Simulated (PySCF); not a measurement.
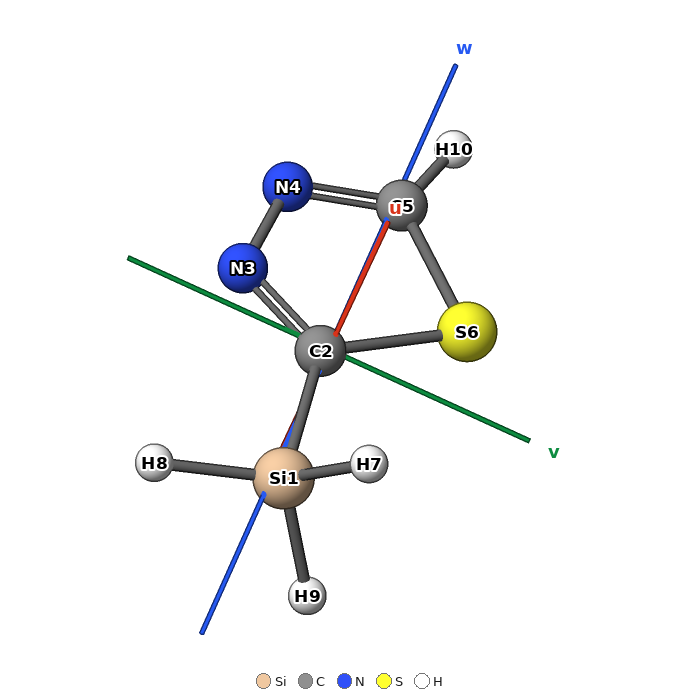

The lines u, v and w are the principal axes of the static dipole polarisability. The computed structure is the end point of a GFN2-xTB optimisation. No frequency run is at hand to confirm it as a minimum. Computed with B3LYP/def2-SVPD (PySCF 2.14.0).

Along which axis is the molecule most polarisable, and along which least?

Answer. Most along w (nearly parallel to the N3–N4 bond), least along u.

Give the three principal values.

Answer. u 56.7, v 82.7, w 101.2 bohr³; mean 80.2, anisotropy 38.7 bohr³.

The geometry is semi-empirical. Around Si such bond lengths and angles can be off by a tenth of an ångström or more and by several degrees, and values that hang on the shape move with them.
